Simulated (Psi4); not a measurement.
# A workflow on SiSe (SMILES [Si][Se]), part 1 of 2

Aim: a structure relaxation (singlet SiSe, B3LYP-D4/cc-pVTZ), then the energy (doublet SiSe+, UB3LYP-D4/cc-pVTZ), then a structure relaxation (doublet SiSe+, UB3LYP-D4/cc-pVTZ), then a single-point energy (singlet SiSe, B3LYP-D4/cc-pVTZ) of SeSi. 

The calculation is run with Psi4 1.11.

## Step 1: The structure to begin with

The species is SiSe (2 atoms), meant as a singlet with charge 0. As SMILES, `[Si][Se]`. The shape comes from GFN2-xTB, which is rough for such elements, and wasn't checked as a minimum. The run starts from this shape.

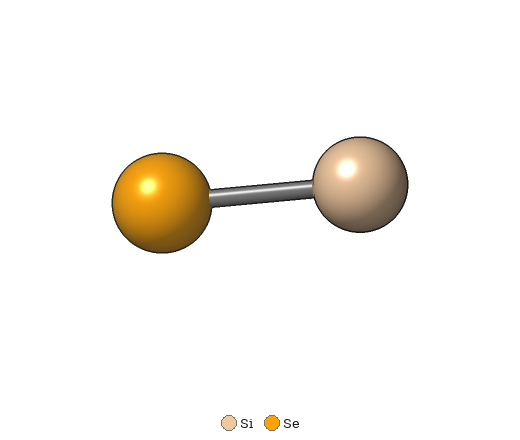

The structure, seen from a chosen angle (silicon light orange, selenium orange).

## Step 2: A structure relaxation at B3LYP-D4/cc-pVTZ (density fitting) (run 1)

sesi.xyz

```xyz
2
SeSi
Si     0.000000     0.000000     0.000000
Se     0.000000     0.000000     2.124530
```

run.py

```python
import psi4

psi4.set_memory('1600 MB')
psi4.set_num_threads(1)
psi4.core.set_output_file('psi4.out', False)

with open('sesi.xyz') as f:
    atoms = ''.join(f.readlines()[2:])
geom = psi4.geometry('0 1\n' + atoms + 'symmetry c1')

psi4.set_options(dict(basis='cc-pVTZ'))

energy_value, wavefunction = psi4.optimize('b3lyp-d4', return_wfn=True)
print('E =', round(energy_value, 9))
print(geom.to_string(dtype='xyz', units='Angstrom'))
```

On the command line:

```sh
$ python run.py
```

psi4.out:

```text
gradient() will perform analytic gradient computation.

   => Loading Basis Set <=

    Name: CC-PVTZ
    Role: ORBITAL
    Keyword: BASIS

   => B3LYP-D4(BJ,EEQ)ATM: Empirical Dispersion <=

        a1 =       0.408680
        a2 =       4.538071
       alp =      16.000000
        s6 =       1.000000
        s8 =       2.029294
        s9 =       1.000000
        ga =       3.000000
        gc =       2.000000
        wf =       6.000000

         ---------------------------------------------------------
                                   SCF
                              RKS Reference
                        1 Threads,   1525 MiB Core
         ---------------------------------------------------------

  ==> Geometry <==

    Molecular point group: c1
    Full point group: C_inf_v

    Geometry (in Angstrom), charge = 0, multiplicity = 1:

       Center              X                  Y                   Z               Mass
    ------------   -----------------  -----------------  -----------------  -----------------
         SI           0.000000000000     0.000000000000    -1.573636311383    27.976926534650
         SE           0.000000000000     0.000000000000     0.550893688617    79.916521800000

  Running in c1 symmetry.

  Rotational constants: A = ************  B =      0.18023  C =      0.18023 [cm^-1]
  Rotational constants: A = ************  B =   5403.18653  C =   5403.18653 [MHz]
  Nuclear repulsion =  118.561918296715035

  Charge       = 0
  Multiplicity = 1
  Electrons    = 48
  Nalpha       = 24
  Nbeta        = 24

  ==> Algorithm <==

  SCF Algorithm Type is DF.
  DIIS enabled.
  MOM disabled.
  Fractional occupation disabled.
  Guess Type is SAD.
  Energy threshold   = 1.00e-08
  Density threshold  = 1.00e-08
  Integral threshold = 1.00e-12

  ==> Primary Basis <==

  Basis Set: CC-PVTZ
    Blend: CC-PVTZ
    Number of shells: 27
    Number of basis functions: 77
    Number of Cartesian functions: 88
    Spherical Harmonics?: true
    Max angular momentum: 3

  ==> DFT Potential <==

   => LibXC <=

    Version 7.1.2

   => Composite Functional: B3LYP-D4BJEEQATM <=

    B3LYP-d4bjeeqatm Hyb-GGA Exchange-Correlation Functional

    Deriv               =              1
    GGA                 =           TRUE
    Meta                =          FALSE

    Exchange Hybrid     =           TRUE
    MP2 Hybrid          =          FALSE

   => Exchange Functionals <=

    0.0800   Slater exchange
    0.7200         Becke 88

   => Exact (HF) Exchange <=

    0.2000               HF

   => Correlation Functionals <=

    0.1900   Vosko, Wilk & Nusair (VWN5_RPA)
    0.8100   Lee, Yang & Parr

   => LibXC Density Thresholds  <==

    XC_HYB_GGA_XC_B3LYP:  1.00E-15

   => Molecular Quadrature <=

    Radial Scheme          =       TREUTLER
    Pruning Scheme         =           NONE
    Nuclear Scheme         =       TREUTLER

    Blocking Scheme        =         OCTREE
    BS radius alpha        =              1
    Pruning alpha          =              1
    Radial Points          =             75
    Spherical Points       =            302
    Total Points           =          41521
    Total Blocks           =            386
    Max Points             =            252
    Max Functions          =             77
    Weights Tolerance      =       1.00E-15

   => Loading Basis Set <=

    Name: (CC-PVTZ AUX)
    Role: JKFIT
    Keyword: DF_BASIS_SCF

  ==> Integral Setup <==

  DFHelper Memory: AOs need 0.017 GiB; user supplied 1.029 GiB.
  SCF_SUBTYPE=INCORE selected. In-core MEM_DF algorithm will be used.
  Using in-core AOs.

  ==> MemDFJK: Density-Fitted J/K Matrices <==

    J tasked:                   Yes
    K tasked:                   Yes
    wK tasked:                   No
    Memory [MiB]:              1053
    Algorithm:                 Core
    Schwarz Cutoff:           1E-12
    Mask sparsity (%):       0.0000
    Fitting Condition:        1E-10

   => Auxiliary Basis Set <=

  Basis Set: (CC-PVTZ AUX)
    Blend: CC-PVTZ-JKFIT
    Number of shells: 88
    Number of basis functions: 328
    Number of Cartesian functions: 414
    Spherical Harmonics?: true
    Max angular momentum: 4

  Cached 100.0% of DFT collocation blocks in 0.088 [GiB].

  Minimum eigenvalue in the overlap matrix is 2.7557464991E-03.
  Reciprocal condition number of the overlap matrix is 7.3266778996E-04.
    Using symmetric orthogonalization.

  ==> Pre-Iterations <==

  SCF Guess: Superposition of Atomic Densities via on-the-fly atomic UHF (no occupation information).

   -------------------------
    Irrep   Nso     Nmo
   -------------------------
     A         77      77
   -------------------------
    Total      77      77
   -------------------------

  ==> Iterations <==

                           Total Energy        Delta E     RMS |[F,P]|

   @DF-RKS iter SAD: -2688.41028002465328   -2.68841e+03   0.00000e+00
   @DF-RKS iter   1: -2690.33122027849868   -1.92094e+00   2.31464e-02 ADIIS/DIIS
   @DF-RKS iter   2: -2688.01568363505430    2.31554e+00   3.23800e-02 ADIIS/DIIS
   @DF-RKS iter   3: -2690.92800396277107   -2.91232e+00   6.49302e-03 ADIIS/DIIS
   @DF-RKS iter   4: -2690.89062373538536    3.73802e-02   7.73263e-03 ADIIS/DIIS
   @DF-RKS iter   5: -2691.15901455715357   -2.68391e-01   1.43206e-03 ADIIS/DIIS
   @DF-RKS iter   6: -2691.16908283031125   -1.00683e-02   2.62806e-04 ADIIS/DIIS
   @DF-RKS iter   7: -2691.16937241569030   -2.89585e-04   6.21934e-05 DIIS
   @DF-RKS iter   8: -2691.16938985295565   -1.74373e-05   1.01205e-05 DIIS
   @DF-RKS iter   9: -2691.16939019754591   -3.44590e-07   4.39027e-06 DIIS
   @DF-RKS iter  10: -2691.16939028872594   -9.11800e-08   7.38331e-07 DIIS
   @DF-RKS iter  11: -2691.16939029100013   -2.27419e-09   9.02719e-08 DIIS
   @DF-RKS iter  12: -2691.16939029104105   -4.09273e-11   3.33569e-09 DIIS
  Energy and wave function converged.
[... 25 lines left out ...]
    Final Occupation by Irrep:
[... 5 lines left out ...]
  @DF-RKS Final Energy: -2691.16939029104105
[... 3 lines left out ...]
    Nuclear Repulsion Energy =            118.5619182967150351
    One-Electron Energy =               -3981.3421162160329914
    Two-Electron Energy =                1258.5131703146050768
    DFT Exchange-Correlation Energy =     -86.8993673363344783
    Empirical Dispersion Energy =          -0.0029953499940128
    VV10 Nonlocal Energy =                  0.0000000000000000
    Total Energy =                      -2691.1693902910410543
[... 14 lines left out ...]
 Dipole X            :          0.0000000            0.0000000            0.0000000
 Dipole Y            :          0.0000000            0.0000000            0.0000000
 Dipole Z            :          5.5772791           -6.2370844           -0.6598053
[... 105 lines left out ...]
    Weights Tolerance      =       1.00E-15
[... 33 lines left out ...]
	                                 ==> Convergence Check <==
[... 1 line left out ...]
	Measures of convergence in internal coordinates in au.
[... 4 lines left out ...]
	   Step    Total Energy     Delta E     Max Force     RMS Force      Max Disp      RMS Disp   ~
[... 1 line left out ...]
	  Convergence Criteria     1.00e-06 *    3.00e-04 *             o    1.20e-03 *             o~
[... 140 lines left out ...]
    Weights Tolerance      =       1.00E-15
[... 62 lines left out ...]
                           Total Energy        Delta E     RMS |[F,P]|
[... 1 line left out ...]
   @DF-RKS iter   0: -2691.18585881328499   -2.69119e+03   1.79361e-03
   @DF-RKS iter   1: -2691.16996006319459    1.58988e-02   2.67436e-04 ADIIS/DIIS
   @DF-RKS iter   2: -2691.16883664626221    1.12342e-03   5.84901e-04 ADIIS/DIIS
   @DF-RKS iter   3: -2691.17029478311088   -1.45814e-03   9.31184e-05 DIIS
   @DF-RKS iter   4: -2691.17032879632370   -3.40132e-05   1.74142e-05 DIIS
   @DF-RKS iter   5: -2691.17033029030154   -1.49398e-06   2.28414e-06 DIIS
   @DF-RKS iter   6: -2691.17033031367509   -2.33736e-08   2.16581e-07 DIIS
   @DF-RKS iter   7: -2691.17033031392293   -2.47837e-10   2.39800e-08 DIIS
   @DF-RKS iter   8: -2691.17033031392339   -4.54747e-13   4.93635e-09 DIIS
  Energy and wave function converged.
[... 17 lines left out ...]
    Virtual:

      25A     -0.096410    26A     -0.096410    27A      0.025774
      28A      0.136634    29A      0.181086    30A      0.181086
      31A      0.185158    32A      0.185807    33A      0.185807
[... 14 lines of this table left out ...]
      76A      2.602011    77A      3.569801

    Final Occupation by Irrep:
              A
    DOCC [    24 ]
    NA   [    24 ]
    NB   [    24 ]

  @DF-RKS Final Energy: -2691.17033031392339

   => Energetics <=

    Nuclear Repulsion Energy =            121.1954249545059810
    One-Electron Energy =               -3986.6120490576604425
    Two-Electron Energy =                1261.1626255622979897
    DFT Exchange-Correlation Energy =     -86.9133337508394703
    Empirical Dispersion Energy =          -0.0029980222275274
    VV10 Nonlocal Energy =                  0.0000000000000000
    Total Energy =                      -2691.1703303139238415

Computation Completed

Properties will be evaluated at   0.000000,   0.000000,   0.000000 [a0]

Properties computed using the SCF density matrix

 Multipole Moments:

 ------------------------------------------------------------------------------------
     Multipole            Electronic (a.u.)      Nuclear  (a.u.)        Total (a.u.)
 ------------------------------------------------------------------------------------

 L = 1.  Multiply by 2.5417464519 to convert [e a0] to [Debye]
 Dipole X            :          0.0000000            0.0000000            0.0000000
 Dipole Y            :          0.0000000            0.0000000            0.0000000
 Dipole Z            :          5.5106877           -6.1015562           -0.5908685
 Magnitude           :                                                    0.5908685

 ------------------------------------------------------------------------------------

	total time  =          3 seconds =       0.05 minutes

         ------------------------------------------------------------
                                   SCF GRAD
         ------------------------------------------------------------

  ==> Geometry <==

    Molecular point group: c1
    Full point group: C_inf_v

    Geometry (in Angstrom), charge = 0, multiplicity = 1:

       Center              X                  Y                   Z               Mass
    ------------   -----------------  -----------------  -----------------  -----------------
         SI           0.000000000000     0.000000000000    -1.539442102282    27.976926534650
         SE           0.000000000000     0.000000000000     0.538923086614    79.916521800000

  Nuclear repulsion =  121.195424954505981

  ==> Basis Set <==

  Basis Set: CC-PVTZ
    Blend: CC-PVTZ
    Number of shells: 27
    Number of basis functions: 77
    Number of Cartesian functions: 88
    Spherical Harmonics?: true
    Max angular momentum: 3

  ==> DFJKGrad: Density-Fitted SCF Gradients <==

    Gradient:                    1
    J tasked:                  Yes
    K tasked:                  Yes
    wK tasked:                  No
    Integrals threads:           1
    Memory [MiB]:             1144
    Schwarz Cutoff:          1E-12
    Fitting Condition:       1E-10

   => Auxiliary Basis Set <=

  Basis Set: (CC-PVTZ AUX)
    Blend: CC-PVTZ-JKFIT
    Number of shells: 88
    Number of basis functions: 328
    Number of Cartesian functions: 414
    Spherical Harmonics?: true
    Max angular momentum: 4

  ==> DFT Potential <==

   => LibXC <=

    Version 7.1.2

   => Composite Functional: B3LYP-D4BJEEQATM <=

    B3LYP-d4bjeeqatm Hyb-GGA Exchange-Correlation Functional

    Deriv               =              1
    GGA                 =           TRUE
    Meta                =          FALSE

    Exchange Hybrid     =           TRUE
    MP2 Hybrid          =          FALSE

   => Exchange Functionals <=

    0.0800   Slater exchange
    0.7200         Becke 88

   => Exact (HF) Exchange <=

    0.2000               HF

   => Correlation Functionals <=

    0.1900   Vosko, Wilk & Nusair (VWN5_RPA)
    0.8100   Lee, Yang & Parr

   => LibXC Density Thresholds  <==

    XC_HYB_GGA_XC_B3LYP:  1.00E-15

   => Molecular Quadrature <=

    Radial Scheme          =       TREUTLER
    Pruning Scheme         =           NONE
    Nuclear Scheme         =       TREUTLER

    Blocking Scheme        =         OCTREE
    BS radius alpha        =              1
    Pruning alpha          =              1
    Radial Points          =             75
    Spherical Points       =            302
    Total Points           =          41517
    Total Blocks           =            384
    Max Points             =            256
    Max Functions          =             77
    Weights Tolerance      =       1.00E-15

  -Total Gradient:
     Atom            X                  Y                   Z
    ------   -----------------  -----------------  -----------------
       1        0.000000000000    -0.000000000000    -0.000245667746
       2        0.000000000002    -0.000000000000     0.000306842242

	total time  =          3 seconds =       0.05 minutes

    			-----------------------------------------

    			 OPTKING 3.0: for geometry optimizations

    			        with contributions from

    			-----------------------------------------

	                            ===> Fragment 1 <==

	 Z (Atomic Numbers)          Masses                          Geom
	      14.000000            27.976927          0.00000000  0.00000000 -2.90912396
	      34.000000            79.916522          0.00000000  0.00000000  1.01841704

	 - Coordinate -           - BOHR/RAD -       - ANG/DEG -
	 R(1,2)           =         3.927541           2.078365

	        --- Internal Coordinate Step in ANG or DEG, aJ/ANG or AJ/DEG ---
	-------------------------------------------------------------------------------
	           Coordinate      Previous         Force          Change          New
	           ----------      --------        ------          ------        ------
	               R(1,2)       2.07837       -0.00228       -0.00063       2.07774
	-------------------------------------------------------------------------------

	                                 ==> Convergence Check <==

	Measures of convergence in internal coordinates in au.

	Criteria marked as inactive (o), active & met (*), and active & unmet ( ).

	----------------------------------------------------------------------------------------------
	   Step    Total Energy     Delta E     Max Force     RMS Force      Max Disp      RMS Disp
	----------------------------------------------------------------------------------------------
	  Convergence Criteria     1.00e-06 *    3.00e-04 *             o    1.20e-03 *             o
	----------------------------------------------------------------------------------------------
	     2   -2691.17033031   -9.40e-04      2.76e-04 *    2.76e-04 o    1.18e-03 *    1.18e-03 o  ~
	----------------------------------------------------------------------------------------------

Next Geometry in Ang
	Fragment 1 (Ang)

	   Si   0.0000000000   0.0000000000  -1.5391292707
	   Se   0.0000000000   0.0000000000   0.5386102550

    Final optimized geometry and variables:
    Molecular point group: c1
    Full point group: C_inf_v

    Geometry (in Angstrom), charge = 0, multiplicity = 1:

    SI           0.000000000000     0.000000000000    -1.539442102282
    SE           0.000000000000     0.000000000000     0.538923086614
```

The script printed:

```text
Some dependencies such as QCElemental have not yet finished migration to pydantic v2. If issues are encountered please downgrade pydantic or upgrade QCElemental as appropriate
Optimizer: Optimization complete!
E = -2691.170330314
2
0 1 SeSi
Si                    0.000000000000     0.000000000000    -1.539442102282
Se                    0.000000000000     0.000000000000     0.538923086614
```

Run time: 17 s. Hardware: 1 thread of Intel Xeon Platinum 8375C at 2.90GHz (Ice Lake), shared host; peak memory 0.75 GiB.

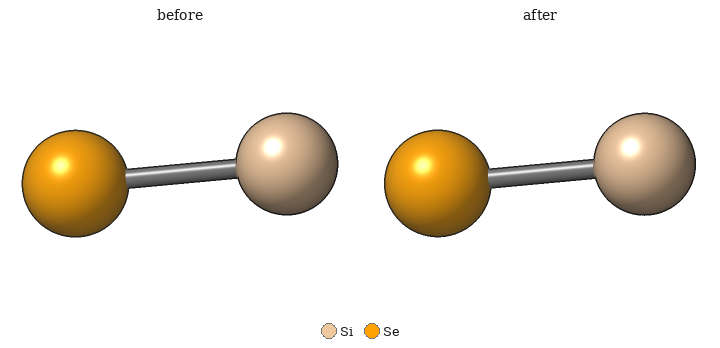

Before and after, at one scale.

After the run. Bond lengths: Si1–Se2 2.078 Å.

## Step 3: The doublet cation: a single-point energy at UB3LYP-D4/cc-pVTZ (density fitting) (run 2)

calc.py

```python
import psi4

psi4.set_memory('1600 MB')
psi4.set_num_threads(1)
psi4.core.set_output_file('sesi.out', False)

geom = psi4.geometry("""
1 2
Si     0.000000     0.000000     0.034194
Se     0.000000     0.000000     2.112559
""")

psi4.set_options({
    'reference': 'uks',
})

energy_value, wavefunction = psi4.energy("b3lyp-d4/cc-pVTZ", return_wfn=True)
print(f'total energy {energy_value:.8f} hartree = {energy_value * 27.211386:.5f} eV')
```

On the command line:

```sh
$ python calc.py
```

sesi.out (excerpt; [...] marks lines left out):

```text
[...]
  Running in c2v symmetry.
[...]
  Nuclear repulsion =  121.195435969581894
[...]
  Multiplicity = 2
[...]
  Nalpha       = 24
  Nbeta        = 23
[...]
    Number of basis functions: 77
[...]
   @DF-UKS iter   1: -2689.98217243466434   -1.52543e+00   4.04751e-02 ADIIS/DIIS
[...]
   @DF-UKS iter  12: -2690.79942746720826   -2.20684e-08   6.59475e-07 DIIS
[...]
   @S^2 Observed:                7.564890973E-01
[...]
    Orbital Energies [Eh]
    ---------------------
    Alpha Occupied:
       1A1  -454.173930     2A1   -66.497080     3A1   -58.358118
       4A1   -52.412035     1B1   -52.408752     1B2   -52.408752
       5A1    -8.092842     6A1    -6.039257     2B1    -6.028871
       2B2    -6.028871     7A1    -5.630063     8A1    -3.989608
       3B1    -3.987833     3B2    -3.987833     9A1    -2.392036
       4B2    -2.388355     4B1    -2.388355     1A2    -2.380474
      10A1    -2.380457    11A1    -0.965979    12A1    -0.718796
      13A1    -0.564344     5B1    -0.525849     5B2    -0.525849
    Alpha Virtual:
       6B1    -0.345182     6B2    -0.345182    14A1    -0.209146
[...]
  @DF-UKS Final Energy: -2690.79942746720826
   => Energetics <=
    Nuclear Repulsion Energy =            121.1954359695818937
    One-Electron Energy =               -3973.1063124016932306
    Two-Electron Energy =                1247.7950437444026193
    DFT Exchange-Correlation Energy =     -86.6808550659552992
    Empirical Dispersion Energy =          -0.0027397135443925
    VV10 Nonlocal Energy =                  0.0000000000000000
    Total Energy =                      -2690.7994274672082611
[...]
 Multipole Moments:
 ------------------------------------------------------------------------------------
     Multipole            Electronic (a.u.)      Nuclear  (a.u.)        Total (a.u.)
 ------------------------------------------------------------------------------------
 L = 1.  Multiply by 2.5417464519 to convert [e a0] to [Debye]
 Dipole X            :          0.0000000            0.0000000            0.0000000
 Dipole Y            :          0.0000000            0.0000000            0.0000000
 Dipole Z            :          4.1934186           -6.1015556           -1.9081370
 Magnitude           :                                                    1.9081370
[...]
```

Standard output:

```text
total energy -2690.79942747 hartree = -73220.38187 eV
```

Run time: 8.7 s. Hardware: 1 thread of Intel Xeon Platinum 8375C at 2.90GHz (Ice Lake), shared host; peak memory 0.7 GiB.

(Continued in part 2 of 2.)
